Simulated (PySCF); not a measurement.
```xyz
17

C    -2.5268   -1.1241    0.7235
C    -1.7106   -1.0854   -0.3275
Al   -0.6672    0.5484   -0.7919
C    -1.1485    2.3555   -0.1080
F     0.1460    0.4301   -2.2498
N     1.0099    0.1229    0.3280
C     2.0192   -0.4084    0.2108
C     3.2747   -1.0674    0.0766
H    -3.1219   -1.9904    0.9919
H    -2.6405   -0.2701    1.3746
H    -1.6679   -1.9987   -0.9276
H    -1.8946    2.8615   -0.7281
H    -1.5675    2.3143    0.8994
H    -0.2909    3.0339   -0.0595
H     3.2529   -2.0141    0.6152
H     3.4560   -1.2574   -0.9814
H     4.0707   -0.4386    0.4742
```

Geometry: GFN2-xTB.

Computed with CAM-B3LYP/def2-SVPD, SCF density, gas phase (PySCF 2.14.0).

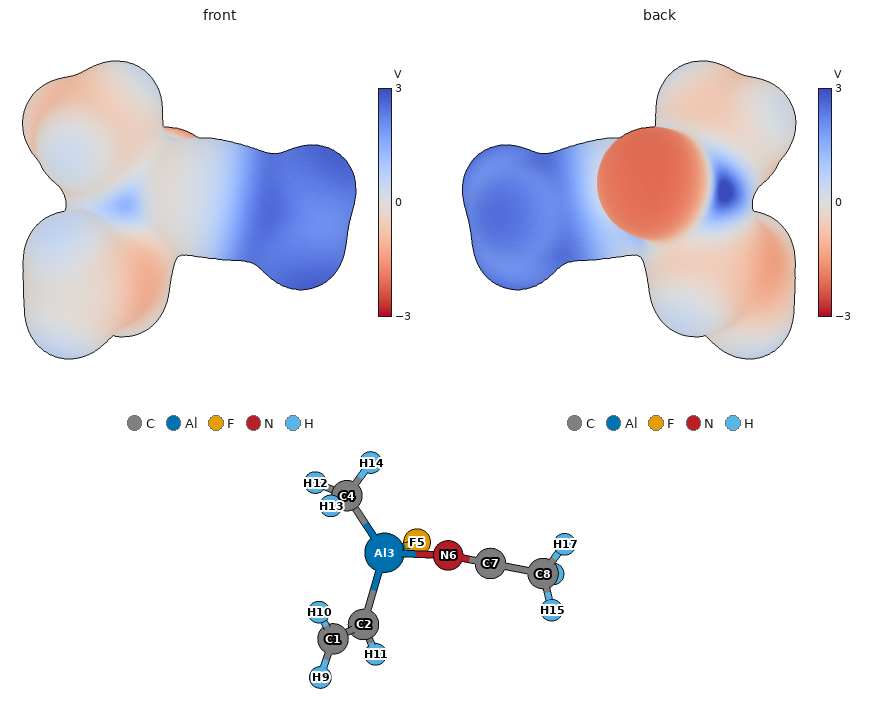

C5H9AlFN. The electrostatic potential painted on the density surface at 0.004 e/bohr³, seen from the front and from behind; the colour scale runs from red (negative) to blue (positive). The bare structure is drawn below in the same view.

Q: Where is the surface potential most negative and most positive?

A: The most negative region (about −2.1 V) lies over F5, the most positive (about +2.7 V) over Al3, H15 and H17.

Q: How polar is the molecule by this calculation?

A: Its dipole moment is 7.20 D.
